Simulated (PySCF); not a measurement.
**Geometry relaxation of GaH2OF (charge +1) (part 2 of 2)**

GaH2OF, charge +1, multiplicity 2; HF/6-31G*, UHF (PySCF 2.14.0). The atoms were displaced at random from an optimised geometry. The geometry is that of the parent species in another charge or spin state.

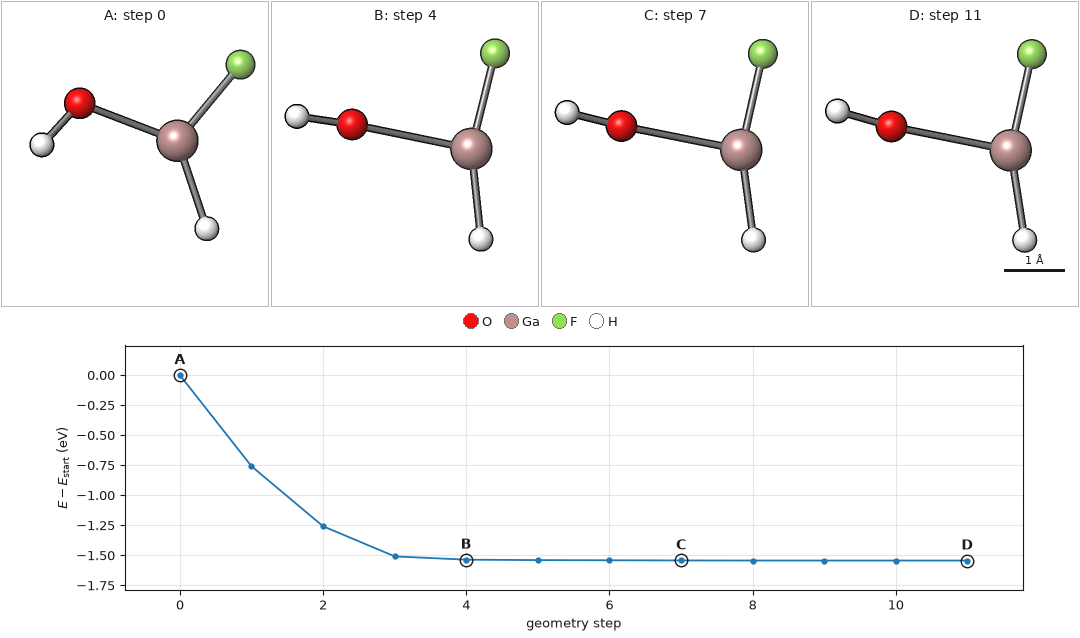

**Figure 1.** Frames of the relaxation (ball-and-stick view, seen at a tilt) above the curves, on which the letters mark them (steps are counted from 0).

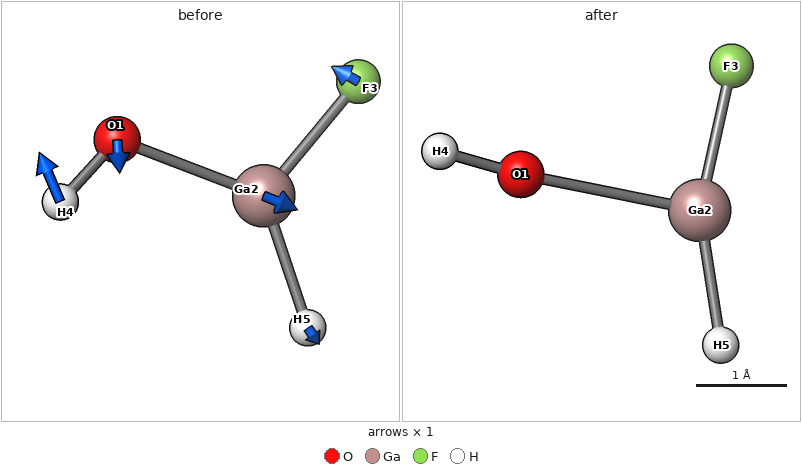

**Figure 2.** Before (left) and after (right) the relaxation, at one scale (ball-and-stick view, seen at a tilt). The blue arrows give the displacements, at true length. After 11 geometry steps the energy has fallen by 1.543 eV. Largest force component: 4.4 eV/Å at the start, 0.00041 eV/Å at the end. H4 moves most after the best rigid fit: 0.61 Å. By element the largest moves are H 0.61 Å, Ga 0.43 Å, O 0.39 Å, F 0.36 Å. Among the contacts that change: O1–Ga2 1.796 → 2.105 Å, Ga2–F3 1.721 → 1.677 Å, Ga2–H5 1.551 → 1.525 Å, O1–H4 0.980 → 0.968 Å. Among the angles that change: Ga2–O1–H4 113.9° → 175.5°, F3–Ga2–H5 120.9° → 158.0°, O1–Ga2–H5 127.8° → 108.2°. (Atoms are counted from 1 in the order of the input.)

```
Step   11 : Displace = 3.714e-04/5.759e-04 (rms/max) Trust = 5.970e-02 (+) Grad = 8.043e-06/9.697e-06 (rms/max) E (change) = -2098.1395384739 (-2.012e-08) Quality = 1.090
Hessian Eigenvalues: 2.68479e-02 4.26738e-02 4.99833e-02 ... 2.17376e-01 3.37529e-01 5.52185e-01
Converged! =D

converged: True
O          -0.90246844       -0.76921776       -0.04106664
Ga          0.76083109        0.51387671        0.09327164
F           0.11471223        1.64397290       -0.96472933
H          -1.69862727       -1.30916213       -0.15097460
H           1.77206639       -0.11505871        1.04517693

WARN: HOMO -0.449164174513136 >= LUMO -0.449164174513136

converged SCF energy = -2098.13953847388  <S^2> = 0.75662183  2S+1 = 2.0066109
E = -2098.1395384739 Eh
Mode                                 0                   1                   2
Irrep
Freq [cm^-1]                     -372.9516            154.0606            322.0932
Reduced mass [au]                   1.1389              5.9986              8.9813
Force const [Dyne/A]               -0.0933              0.0839              0.5490
Char temp [K]                       0.0000            221.6588            463.4204
Normal mode                   x     y     z       x     y     z       x     y     z
       0   O                -0.04  0.04  0.07    0.03 -0.10  0.08    0.17  0.13  0.01
       1  Ga                 0.00 -0.00 -0.01   -0.04 -0.00 -0.02   -0.04 -0.03 -0.00
       2   F                -0.00  0.00  0.00    0.12  0.11  0.00    0.00  0.01 -0.00
       3   H                 0.40 -0.44 -0.72    0.11 -0.24  0.21    0.16  0.14  0.00
       4   H                -0.01  0.01  0.01   -0.08 -0.06 -0.01    0.07  0.11 -0.03
Mode                                 3                   4                   5
Irrep
Freq [cm^-1]                      490.0768            507.3255            580.1345
Reduced mass [au]                   1.1113              1.1806              1.1126
Force const [Dyne/A]                0.1573              0.1790              0.2206
Char temp [K]                     705.1115            729.9284            834.6844
Normal mode                   x     y     z       x     y     z       x     y     z
       0   O                -0.00  0.01  0.01    0.01 -0.07  0.05    0.05 -0.02  0.04
       1  Ga                 0.01 -0.01 -0.02   -0.01 -0.00 -0.00    0.00  0.01 -0.01
       2   F                -0.02  0.02  0.03    0.02  0.03 -0.00   -0.01 -0.00 -0.01
       3   H                -0.02  0.02  0.04   -0.32  0.51 -0.49   -0.13  0.32 -0.27
       4   H                -0.41  0.45  0.73    0.29  0.37 -0.07   -0.52 -0.64  0.11
Mode                                 6                   7                   8
Irrep
Freq [cm^-1]                      825.9748           2227.1362           3857.2473
Reduced mass [au]                  19.4274              1.0239              1.0668
Force const [Dyne/A]                7.8091              2.9924              9.3516
Char temp [K]                    1188.3939           3204.3532           5549.7201
Normal mode                   x     y     z       x     y     z       x     y     z
       0   O                 0.01  0.00  0.00    0.00  0.00 -0.00   -0.05 -0.03 -0.01
       1  Ga                -0.02  0.04 -0.03    0.01 -0.01  0.01   -0.00 -0.00  0.00
       2   F                 0.08 -0.14  0.13   -0.00  0.00 -0.00    0.00  0.00 -0.00
       3   H                -0.00  0.02 -0.02    0.00 -0.00  0.00    0.79  0.54  0.11
       4   H                -0.02  0.06 -0.05   -0.65  0.41 -0.62    0.00  0.00  0.00
temperature 298.1500 [K]
pressure 101325.00 [Pa]
Rotational constants [GHz] 12.22162 6.71758 4.33491
Symmetry number 1
Zero-point energy (ZPE) 0.02042 [Eh]   53616.919 [J/mol]
                           tot       elec      trans        rot        vib
Entropy [J/mol/K]       299.254      5.763    166.993    101.740     24.757
Cv [J/mol/K]             57.257      0.000     12.472     12.472     32.314
Cp [J/mol/K]             65.572      0.000     20.786     12.472     32.314
Internal energy [J/mol]                      3718.434   3718.434  58139.407
Internal energy [Eh]   -2098.11456  -2098.13954
Enthalpy [J/mol]                             6197.391   3718.434  58139.407
Enthalpy [Eh]          -2098.11362
Gibbs free energy [J/mol]                  -43591.612 -26615.339  50757.968
Gibbs free energy [Eh] -2098.14760
```

**Trajectory as extended XYZ (Å, eV, eV/Å), 12 frames, from step=0 to step=11**
```
5
Properties=species:S:1:pos:R:3:forces:R:3 step=0 energy=-57091.74252
O    -1.1410   -0.5826   -0.2885   -1.1389  -2.5859   0.9634
Ga    0.3901    0.3074    0.0131    3.3782   4.3709  -0.8162
F     0.4394    1.7838   -0.8699   -0.3785  -0.9489   0.3729
H    -1.2101   -1.4310    0.1973   -1.4547  -0.0818  -0.7584
H     1.5681   -0.1132    0.9297   -0.4061  -0.7544   0.2382
5
Properties=species:S:1:pos:R:3:forces:R:3 step=1 energy=-57092.50053
O    -1.1141   -0.6405   -0.2378   -0.1147  -1.4266   0.8171
Ga    0.4719    0.3877    0.0094    1.9164   2.1437  -0.2550
F     0.4373    1.8211   -0.8942   -0.4248  -0.3663  -0.0114
H    -1.3565   -1.4996    0.1581   -0.8626   0.1642  -0.5813
H     1.6079   -0.1043    0.9462   -0.5143  -0.5149   0.0306
5
Properties=species:S:1:pos:R:3:forces:R:3 step=2 energy=-57092.99996
O    -1.0365   -0.6534   -0.1866    0.1269  -0.8141   0.5731
Ga    0.6109    0.4434    0.0525    0.8200   0.9401  -0.1224
F     0.2959    1.7632   -0.9373   -0.2044  -0.0010  -0.1139
H    -1.5040   -1.4684    0.0568   -0.4818   0.1723  -0.3745
H     1.6802   -0.1204    0.9963   -0.2606  -0.2973   0.0376
5
Properties=species:S:1:pos:R:3:forces:R:3 step=3 energy=-57093.25055
O    -0.9455   -0.7072   -0.1026    0.1402  -0.2560   0.2363
Ga    0.7297    0.5121    0.0772   -0.0247   0.3051  -0.2052
F     0.1731    1.7023   -0.9684    0.0236  -0.0354   0.0364
H    -1.6233   -1.3957   -0.0548   -0.1764   0.0798  -0.1473
H     1.7125   -0.1470    1.0302    0.0372  -0.0934   0.0798
5
Properties=species:S:1:pos:R:3:forces:R:3 step=4 energy=-57093.27811
O    -0.9144   -0.7429   -0.0634    0.0577  -0.0694   0.0743
Ga    0.7560    0.5352    0.0753   -0.0387  -0.0316   0.0058
F     0.1463    1.6903   -0.9750    0.0152   0.0180  -0.0059
H    -1.6572   -1.3623   -0.0935   -0.0582   0.0436  -0.0595
H     1.7159   -0.1559    1.0383    0.0240   0.0395  -0.0147
5
Properties=species:S:1:pos:R:3:forces:R:3 step=5 energy=-57093.28164
O    -0.9060   -0.7565   -0.0499   -0.0281  -0.0584   0.0219
Ga    0.7629    0.5382    0.0828   -0.0707  -0.0805  -0.0085
F     0.1345    1.6762   -0.9752    0.0155   0.0175   0.0056
H    -1.6741   -1.3442   -0.1160    0.0437   0.0761  -0.0220
H     1.7292   -0.1493    1.0399    0.0395   0.0452   0.0030
5
Properties=species:S:1:pos:R:3:forces:R:3 step=6 energy=-57093.28307
O    -0.9053   -0.7618   -0.0481    0.0131  -0.0145   0.0136
Ga    0.7664    0.5304    0.0797   -0.0748  -0.0589   0.0267
F     0.1290    1.6709   -0.9705    0.0157   0.0071  -0.0088
H    -1.6819   -1.3356   -0.1237    0.0115   0.0374  -0.0177
H     1.7383   -0.1394    1.0442    0.0345   0.0290  -0.0138
5
Properties=species:S:1:pos:R:3:forces:R:3 step=7 energy=-57093.28451
O    -0.9074   -0.7654   -0.0450    0.0904   0.0500   0.0219
Ga    0.7611    0.5265    0.0909   -0.0275  -0.0601  -0.0054
F     0.1257    1.6586   -0.9700   -0.0027   0.0121   0.0022
H    -1.6896   -1.3263   -0.1363   -0.0619  -0.0252  -0.0182
H     1.7566   -0.1290    1.0421    0.0017   0.0232  -0.0004
5
Properties=species:S:1:pos:R:3:forces:R:3 step=8 energy=-57093.28525
O    -0.9061   -0.7707   -0.0422    0.0380   0.0222   0.0073
Ga    0.7632    0.5156    0.0934   -0.0280  -0.0167  -0.0045
F     0.1167    1.6453   -0.9644   -0.0019   0.0007  -0.0018
H    -1.7012   -1.3122   -0.1506   -0.0067  -0.0016  -0.0027
H     1.7739   -0.1137    1.0454   -0.0015  -0.0045   0.0016
5
Properties=species:S:1:pos:R:3:forces:R:3 step=9 energy=-57093.28531
O    -0.9052   -0.7705   -0.0418    0.0252   0.0147   0.0047
Ga    0.7624    0.5147    0.0934   -0.0184  -0.0101  -0.0030
F     0.1162    1.6448   -0.9643   -0.0016  -0.0013  -0.0005
H    -1.7009   -1.3112   -0.1510   -0.0020   0.0004  -0.0013
H     1.7740   -0.1135    1.0454   -0.0031  -0.0038   0.0002
5
Properties=species:S:1:pos:R:3:forces:R:3 step=10 energy=-57093.28538
O    -0.9026   -0.7692   -0.0411   -0.0013  -0.0018   0.0002
Ga    0.7608    0.5136    0.0934    0.0003   0.0010  -0.0002
F     0.1146    1.6436   -0.9646   -0.0003   0.0003  -0.0004
H    -1.6988   -1.3090   -0.1512    0.0017   0.0014   0.0002
H     1.7725   -0.1147    1.0452   -0.0004  -0.0009   0.0002
5
Properties=species:S:1:pos:R:3:forces:R:3 step=11 energy=-57093.28538
O    -0.9025   -0.7692   -0.0411   -0.0003  -0.0003  -0.0001
Ga    0.7608    0.5139    0.0933    0.0001   0.0004  -0.0002
F     0.1147    1.6440   -0.9647    0.0000  -0.0003   0.0002
H    -1.6986   -1.3092   -0.1510    0.0004   0.0003   0.0001
H     1.7721   -0.1151    1.0452   -0.0001  -0.0001   0.0000
```

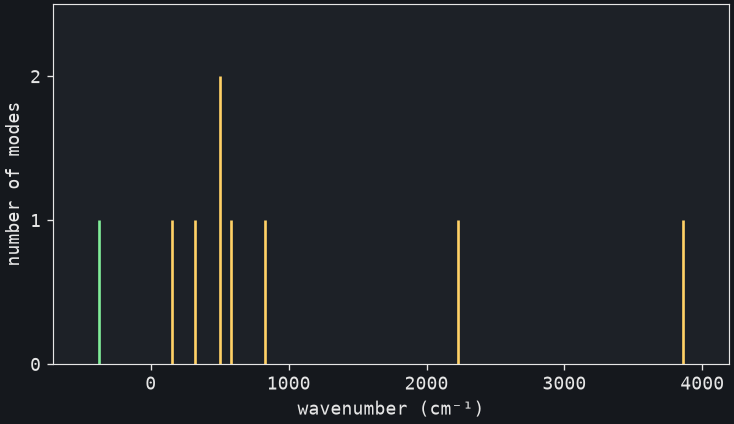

**Figure 3.** Harmonic vibrational wavenumbers from the force constants; neighbouring modes closer than 19 cm⁻¹ are counted in one stick, and imaginary ones are drawn at negative wavenumbers. 9 modes from 373i to 3857 cm⁻¹, 1 imaginary beyond 8i (373i cm⁻¹): a first-order saddle point, if the geometry is stationary.

The run was set up as follows.

**The input (job.py)**
```python
from pyscf import gto, scf, symm
from pyscf.hessian import thermo
from pyscf.geomopt.geometric_solver import kernel as optimise

mol = gto.M(
    atom='input.xyz',
    charge=1,
    max_memory=1860,
    verbose=3,
    spin=1,
    basis='6-31g*',
)

calc0 = scf.UHF(mol)
calc0.conv_tol = 1e-10
calc0 = calc0.newton()
converged, mol_eq = optimise(calc0, maxsteps=80)
print('converged:', converged)
print(mol_eq.tostring())

calc0.reset(mol_eq)
mol = mol_eq
calc0.kernel()
e_final = calc0.e_tot
print('E = %.10f Eh' % e_final)
hess = calc0.Hessian().kernel()
modes = thermo.harmonic_analysis(mol, hess)
thermo.dump_normal_mode(mol, modes)
symm.geom.TOLERANCE = 1e-3  # for the symmetry number
th = thermo.thermo(calc0, modes['freq_au'], 298.15, 101325)
thermo.dump_thermo(mol, th)
```

**File input.xyz**
```
5
FGaH2O
O     -1.140978    -0.582630    -0.288548
Ga     0.390080     0.307423     0.013083
F      0.439406     1.783822    -0.869879
H     -1.210058    -1.430973     0.197347
H      1.568064    -0.113231     0.929675
```

Launched with:
```bash
OMP_NUM_THREADS=1 python job.py
```

**Summary**

| quantity | value |
| --- | --- |
| outcome | converged |
| total energy | −2098.139538 hartree |
| basis functions | 64 |
| ⟨S²⟩ | 0.757 |
| zero-point energy | 0.020422 hartree |
| wavenumbers, lowest and highest | 373i and 3857 cm⁻¹ |
| hardware | 1 thread of Arm Neoverse V2, 24 GiB of memory available, shared host |
| wall time | 79 s |
| peak memory | 0.16 GiB |

**Notes**

Further notes kept with the run: dipole of an ion depends on the origin.
